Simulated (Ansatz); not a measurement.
# HCl (hydrogen chloride): levels of theory compared

We compute a comparison of 6 runs (BHLYP/3-21G, BLYP/6-31G*, SVWN5/6-31G*, r2SCAN0/6-31G*, CCSDT(Q)/3-21G, CCSDTQ/3-21G) of HCl (hydrogen chloride). 

The results are computed with Ansatz 0.2.0.

56 further runs of the same task are left out: 2 that didn't finish, 54 set aside as unsound or not needed.

**1. Starting point**

HCl: 2 atoms, total charge 0, spin state singlet. SMILES: `Cl`. The H2–Cl1 distance was set to 2.558 Å, away from the relaxed value.

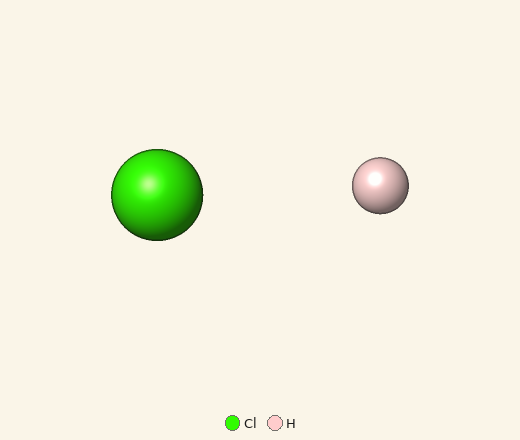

The structure, seen from a chosen angle (chlorine green, hydrogen pink).

**2. A single-point energy at BHLYP/3-21G (run 1)**

Contents of input.yaml:

```yaml
crystal:
  periodic: [false, false, false]
  atoms:
    - symbol: Cl
      position_ang: [1.638015, -0.535505, 0.842408]
    - symbol: H
      position_ang: [-0.546000, 0.178500, -0.280800]
basis:
  gaussian: {orbitals: 3-21G.json}
total_charge: 0
hamiltonian: {xc: {name: BHLYP}}
accuracy: high
```

The basis set 3-21G is read from a file made from the Basis Set Exchange's data (not shown).

Launch:

```sh
$ ansatz run input.yaml --threads 1 --pin off --max-ram 2610MiB --events-out events.jsonl --progress --plain --runs-dir runs
```

The log of the run:

```text
Warning: RAYON_NUM_THREADS=1 ignored (pool sized by the plan → 1); use --threads N
Functional definition: BHLYP
  name "BHLYP"
  parameter a = 0.5
  exchange = (1 - a)*b88_x + a*exact_x
  correlation = lyp_c
254 factors; integrals over basis functions are off by at most 3.2e-9 eV
mean field evaluation 1: about -12470.5139 eV, gradient 2.1e1 eV
mean field evaluation 2: about -12462.9550 eV, gradient 4.6e1 eV
mean field evaluation 4: about -12473.9961 eV, gradient 4.9e0 eV
mean field evaluation 8: about -12474.1022 eV, gradient 2.3e-1 eV
mean field evaluation 16: about -12474.1024 eV, gradient 2.2e-7 eV
mean field -12474.10243554 eV, -458.4148092559 hartree, gradient 1.3e-8 eV, S^2 0.000000; 0 other end points of the search recorded, 0 dependent functions left out
reference -12474.10245266 eV, -458.4148098851 hartree; 9, 9 occupied and 6, 6 virtual orbitals, 254 factors
Total energy: -12474.10245266 eV, -458.4148098851 hartree
```

Wall time 0.32 s (1 thread of Arm Neoverse V2, shared host).

**3. The energy at BLYP/6-31G(d) (spherical functions) (run 2)**

Contents of in.yaml:

```yaml
crystal:
  periodic: [false, false, false]
  atoms:
    - symbol: Cl
      position_ang: [1.638015, -0.535505, 0.842408]
    - symbol: H
      position_ang: [-0.546000, 0.178500, -0.280800]
basis:
  gaussian: {orbitals: 6-31G_st_-spherical.json}
hamiltonian: {xc: {name: BLYP}}
accuracy: high
```

The basis set 6-31G* is read from a file made from the Basis Set Exchange's data (not shown).

Launch:

```sh
$ ansatz run in.yaml --threads 1 --pin off --max-ram 2610MiB --events-out events.jsonl --progress --plain --runs-dir runs
```

The log of the run:

```text
Warning: RAYON_NUM_THREADS=1 ignored (pool sized by the plan → 1); use --threads N
Functional definition: BLYP
  name "BLYP"
  parameter beta = 0.0042
  parameter a = 0.04918
  parameter b = 0.132
  parameter c = 0.2533
  parameter d = 0.349
  exchange = b88_x(beta = beta)
  correlation = lyp_c(a = a, b = b, c = c, d = d)
319 factors; integrals over basis functions are off by at most 3.1e-9 eV
mean field evaluation 1: about -12530.3562 eV, gradient 2.3e1 eV
mean field evaluation 2: about -12512.4855 eV, gradient 5.6e1 eV
mean field evaluation 4: about -12533.8727 eV, gradient 7.0e0 eV
mean field evaluation 8: about -12534.2001 eV, gradient 3.9e-1 eV
mean field evaluation 16: about -12534.2009 eV, gradient 7.8e-6 eV
mean field -12534.20093237 eV, -460.6233882781 hartree, gradient 1.8e-8 eV, S^2 0.000000; 0 other end points of the search recorded, 0 dependent functions left out
reference -12534.20097059 eV, -460.6233896825 hartree; 9, 9 occupied and 11, 11 virtual orbitals, 319 factors
Total energy: -12534.20097059 eV, -460.6233896825 hartree
```

Run time: 0.44 s. Hardware: 1 thread of Arm Neoverse V2, shared host.

Run 3 isn't shown in full; the table further down has it.

**4. A single-point energy at r2SCAN0/6-31G(d) (spherical functions) (run 4)**

Contents of run.yaml:

```yaml
crystal:
  periodic: [false, false, false]
  atoms:
    - symbol: Cl
      position_ang: [1.638015, -0.535505, 0.842408]
    - symbol: H
      position_ang: [-0.546000, 0.178500, -0.280800]
basis:
  gaussian:
    orbitals: 6-31G_st_-spherical.json
hamiltonian:
  xc: {name: r2SCAN0}
accuracy: high
```

The basis set 6-31G* is read from a file made from the Basis Set Exchange's data (not shown).

Launch:

```sh
$ ansatz run run.yaml --threads 1 --pin off --max-ram 2610MiB --events-out events.jsonl --progress --plain --runs-dir runs
```

The log of the run:

```text
Warning: RAYON_NUM_THREADS=1 ignored (pool sized by the plan → 1); use --threads N
Functional definition: r2SCAN0
  name "r2SCAN0"
  parameter a = 0.25
  parameter k0 = 0.174
  parameter k1 = 0.065
  parameter a1 = 4.9479
  exchange = (1 - a)*r2scan_x(k0 = k0, k1 = k1, a1 = a1) + a*exact_x
  correlation = r2scan_c
319 factors; integrals over basis functions are off by at most 3.1e-9 eV
mean field evaluation 1: about -12529.0976 eV, gradient 2.1e1 eV
mean field evaluation 2: about -12517.9806 eV, gradient 4.9e1 eV
mean field evaluation 4: about -12532.4653 eV, gradient 6.5e0 eV
mean field evaluation 8: about -12532.6769 eV, gradient 1.1e-1 eV
mean field evaluation 16: about -12532.6770 eV, gradient 1.1e-6 eV
mean field -12532.67695139 eV, -460.5673830100 hartree, gradient 5.9e-8 eV, S^2 0.000000; 0 other end points of the search recorded, 0 dependent functions left out
reference -12532.67695168 eV, -460.5673830207 hartree; 9, 9 occupied and 11, 11 virtual orbitals, 319 factors
Total energy: -12532.67695168 eV, -460.5673830207 hartree
```

Run time: 1.1 s. Hardware: 1 thread of Arm Neoverse V2, shared host; peak memory 0.09 GiB.

Run 5 isn't shown in full; the table further down has it.

**5. The energy at CCSDTQ/3-21G (run 6)**

Contents of job.yaml:

```yaml
crystal:
  periodic: [false, false, false]
  atoms:
    - {symbol: Cl, position_ang: [1.638015, -0.535505, 0.842408]}
    - {symbol: H, position_ang: [-0.546000, 0.178500, -0.280800]}
basis:
  gaussian: {orbitals: 3-21G.json}
correlation: {method: ccsdtq, frozen_orbitals: {Cl: 5, H: 0}}
accuracy: high
scf: {omitted_lower_state_checks: [cluster_reference, increment]}
```

The basis set 3-21G is read from a file made from the Basis Set Exchange's data (not shown).

Launch:

```sh
$ ansatz run job.yaml --threads 1 --pin off --max-ram 2610MiB --events-out events.jsonl --progress --plain --runs-dir runs
```

The log of the run, shortened:

```text
Warning: RAYON_NUM_THREADS=1 ignored (pool sized by the plan → 1); use --threads N
Functional definition: HF
  name "HF"
[...]
254 factors; integrals over basis functions are off by at most 3.2e-9 eV
[...]
mean field -12454.38343724 eV, -457.6901494344 hartree, gradient 1.6e-8 eV, S^2 0.000000; 1 other end points of the search recorded, 0 dependent functions left out; unrestricted orbitals would lower it
5 core orbitals not correlated: weight in the atoms' cores, before any rotation towards them, 1.000 or more for the frozen orbitals, at most 0.000 for the correlated occupied ones
reference -12454.38343724 eV, -457.6901494344 hartree; 4, 4 occupied and 6, 6 virtual orbitals, 254 factors
second order -2.45378134 eV of doubles, -0.00000000 eV of singles
cycle   1  -2.49248213 eV  change   -5.9e-1 eV  update   1.2e-1
[...]
cycle  22  -3.64241919 eV  change  -2.0e-10 eV  update  7.7e-11
WARN: these amplitudes may be one of several solutions (largest doubles amplitude 0.56, level shift 4.47 eV)
Total energy: -12458.02585644 eV, -457.8240058708 hartree
Checks for a lower state left out: cluster_reference, increment
```

Wall time 1.3 s (1 thread of Arm Neoverse V2, shared host); peak memory 0.12 GiB.

**6. The series**

```csv
run,level,frozen core orbitals,energy (Eh),wall time
1,BHLYP/3-21G,–,-458.414810,0.32 s
2,BLYP/6-31G* (spherical functions),–,-460.623390,0.44 s
3,SVWN5/6-31G* (spherical functions),–,-459.118532,0.32 s
4,r2SCAN0/6-31G* (spherical functions),–,-460.567383,1.1 s
5,CCSDT(Q)/3-21G,5,-457.824019,0.34 s
6,CCSDTQ/3-21G,5,-457.824006,1.3 s
```

**7. Results**

```
                                          quantity          value
                               run 6: total energy  -457.82401 Eh
run 6: correlation energy (5 core orbitals frozen)     -133.9 mEh
                              run 6: T1 diagnostic          0.050
```

**Reading.** Totals of different functionals can't be ranked against each other. In runs 5, 6 the log says that unrestricted orbitals would lower the reference, so the values rest on an unstable closed-shell determinant (other closed-shell runs at this shape may share the fault). In runs 1, 2, 3, 4 a closed-shell determinant meets a far-stretched bond, which it describes badly. All runs together took 3.7 s, the longest 1.3 s.
